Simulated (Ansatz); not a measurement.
# Calculations on CH₄BFO

Part 1: Relaxation

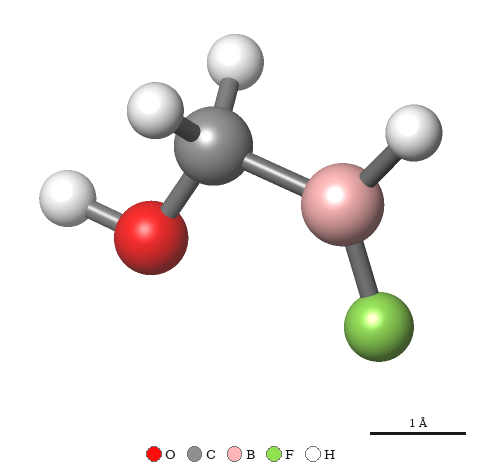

CH₄BFO, before the relaxation. A ball-and-stick model, seen at a tilt.

The run prepares an end point of a later path (torsion) calculation, from a guessed geometry.

The calculation used Ansatz 0.2.0, RKS r2SCANh-D4/def2-SVP.

Input
```yaml
crystal:
  periodic: [false, false, false]
  atoms:
    - { symbol: O, position_ang: [-1.1698, 0.683, -0.1445] }
    - { symbol: C, position_ang: [0.1412, 0.4468, -0.0086] }
    - { symbol: B, position_ang: [0.3321, -1.1195, 0.0679] }
    - { symbol: F, position_ang: [-0.6842, -2.0174, 0.0045] }
    - { symbol: H, position_ang: [-1.2902, 1.7092, -0.2238] }
    - { symbol: H, position_ang: [0.5299, 0.9338, 0.9228] }
    - { symbol: H, position_ang: [0.7378, 0.8427, -0.8771] }
    - { symbol: H, position_ang: [1.4954, -1.5358, 0.2031] }
basis:
  gaussian: { orbitals: def2-SVP }
hamiltonian:
  xc: r2scanh
  dispersion: d4
relax:
  f_tol: 0.015
  max_steps: 40
```

Command:
```bash
ansatz run input.yaml --threads 1 --pin off --max-ram 2048MiB --backend cpu --events-out ev --progress --plain --runs-dir out
```

Predict the outcome.

Answer. Over 6 geometry steps the energy falls by 0.384 eV. The largest force component goes from 4.1 to 0.01 eV/Å. O1 moves most after the best rigid fit: 0.10 Å. Largest moves by element: O 0.10 Å, H 0.08 Å, F 0.07 Å, B 0.04 Å, C 0.03 Å. Near-neighbour distances that change, for instance: O1–H5 1.036 → 0.961 Å, O1–C2 1.339 → 1.402 Å, B3–F4 1.358 → 1.318 Å, B3–H8 1.243 → 1.211 Å. Among the angles between lasting bonds that change: O1–C2–B3 107.3° → 112.7°, C2–B3–H8 116.8° → 121.3°, B3–C2–H6 110.4° → 106.3°. The run took 9.1 s on 1 thread of AMD EPYC 9R45 96-Core Processor (Zen 5) (shared host), peak memory 0.17 GiB.

Step by step:

```
step  E − E(0), eV  largest force component, eV/Å
   0        0.0000                         4.1204
   1       -0.3577                         1.1229
   2       -0.3753                         0.4120
   3       -0.3827                         0.2364
   4       -0.3840                         0.1211
   5       -0.3843                         0.0247
   6       -0.3843                         0.0102
```

The structure at the end:

```xyz
8

O    -1.2423    0.7502   -0.1678
C     0.1147    0.4315   -0.0139
B     0.3670   -1.1075    0.0759
F    -0.6324   -1.9644    0.0042
H    -1.3274    1.7063   -0.2180
H     0.5741    0.8773    0.8976
H     0.7544    0.8035   -0.8465
H     1.4840   -1.5542    0.2128
```

After the run, drawn alike:

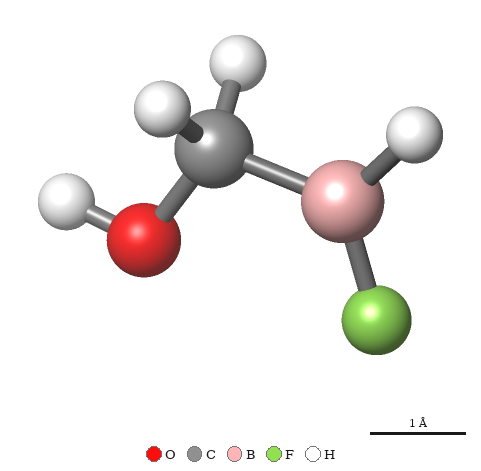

Part 2: Relaxation

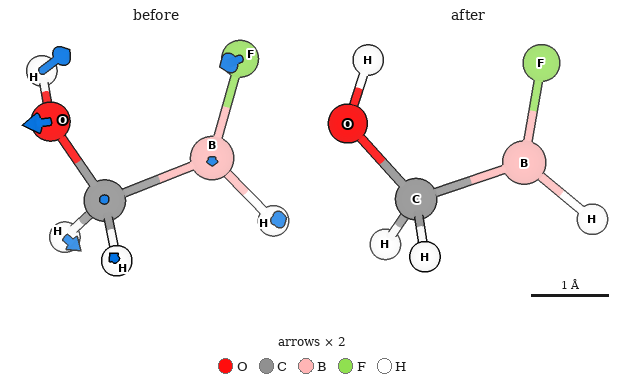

The structure of CH4BFO before (left) and after (right) a relaxation, at one scale. The blue arrows give the displacements, 2 times their true length.

The picture is a ball-and-stick view, seen at a tilt.

The run prepares an end point of a later path (torsion) calculation, from a guessed geometry.

These are results of RKS r2SCANh-D4/def2-SVP in Ansatz 0.2.0, not measurements.

Input
```yaml
crystal:
  periodic: [false, false, false]
  atoms:
    - { symbol: O, position_ang: [-1.1698, 0.683, -0.1445] }
    - { symbol: C, position_ang: [0.1412, 0.4468, -0.0086] }
    - { symbol: B, position_ang: [0.61142, 1.15342, 1.32375] }
    - { symbol: F, position_ang: [-0.20719, 1.86102, 2.14369] }
    - { symbol: H, position_ang: [-1.2902, 1.7092, -0.2238] }
    - { symbol: H, position_ang: [0.70351, 0.85589, -0.88736] }
    - { symbol: H, position_ang: [0.37084, -0.65274, 0.0637] }
    - { symbol: H, position_ang: [1.81451, 1.04954, 1.61809] }
basis:
  gaussian: { orbitals: def2-SVP }
hamiltonian:
  xc: r2scanh
  dispersion: d4
relax:
  f_tol: 0.015
  max_steps: 40
```

Launched with:
```bash
ansatz run input.yaml --threads 1 --pin off --max-ram 2048MiB --backend cpu --events-out ev --progress --plain --runs-dir out
```

Q: Summarise the run.

A: The energy falls by 12.5 kcal/mol in 10 accepted moves (12 points after the start). Largest force component: 4.1 eV/Å at the start, 0.013 eV/Å at the end. The line search rejected the trial steps at points 6, 8 of the run. The largest move after the best rigid fit is that of H5, 0.39 Å. Largest moves by element: H 0.39 Å, F 0.24 Å, O 0.21 Å, B 0.07 Å, C 0.05 Å. Some distances before and after: O1–H5 1.036 → 0.963 Å, O1–C2 1.339 → 1.406 Å, B3–H8 1.243 → 1.208 Å, B3–F4 1.358 → 1.329 Å. Among the angles between lasting bonds that change: O1–C2–B3 107.3° → 116.6°, C2–B3–H8 116.8° → 124.0°, C2–B3–F4 124.3° → 118.3°. Groups turn about O1–C2 by about 35°.

Part 3: Path

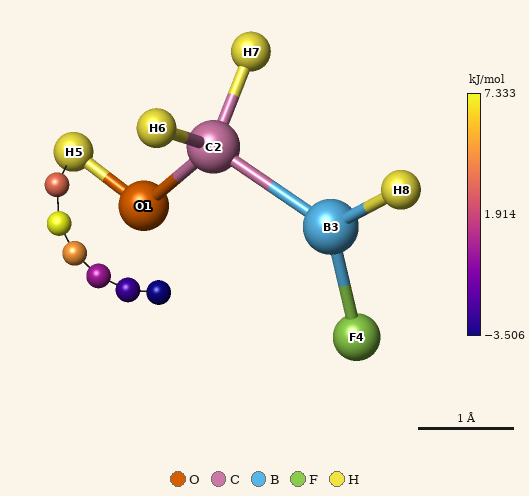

A search for the minimum-energy path of CH4BFO by the nudged elastic band. Images are numbered from 0 (start) to 6 (end). The start is drawn whole; smaller spheres mark the moving atoms (H) in the later images, joined by lines and coloured by the energy of the image relative to the start. The picture is a ball-and-stick view, seen at a tilt.

Computed with Ansatz, RKS r2SCANh-D4/def2-SVP. Run with 5 movable images; climbing image; force threshold 0.05 eV/Å; iteration limit 60; starting path through a guess of the saddle point.

### Describe the path and its energy.

The motion is a rotation about the O1–C2 bond by about 155°. No bond forms or breaks between the ends. Bond angles that change up to the highest image, for instance: O1–C2–H7 113.4° → 110.4°, O1–C2–B3 112.7° → 114.9°. The energy climbs by 7.3 kJ/mol to image 2 and then falls by 10.8 kJ/mol, so the end point sits at −3.5 kJ/mol. The band converged in 10 iterations. The largest component of the band force went from 19 to 0.042 eV/Å. The climbing image converged on the top of the path. Its vibrational analysis gives one imaginary mode (351i cm⁻¹), as a transition state must have.

The run took 51 s on 1 thread of AMD EPYC 9R45 96-Core Processor (Zen 5) (shared host), peak memory 0.18 GiB.
